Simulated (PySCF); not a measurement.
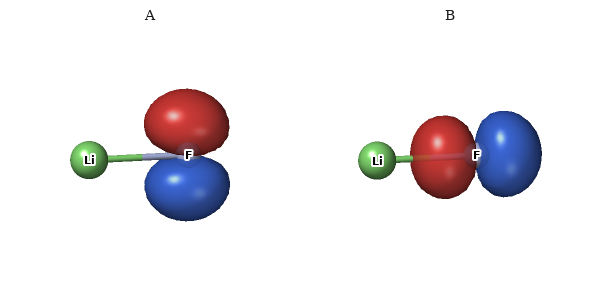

The picture shows: LiF. Two frontier orbitals, each drawn at the value that holds 80 % of its norm (blue and red are the two phases), in no order; of a degenerate pair one member is drawn.

Theory: PySCF 2.14.0, PBE0/pcseg-2, non-relativistic, at a bond length of 1.570 Å.

Name the orbitals and rank them from lowest to highest energy.

Orbital B: σ, occupied, −8.28 eV; mainly on F (95 %).
Orbital A: π, occupied, −7.88 eV; mainly on F (95 %).
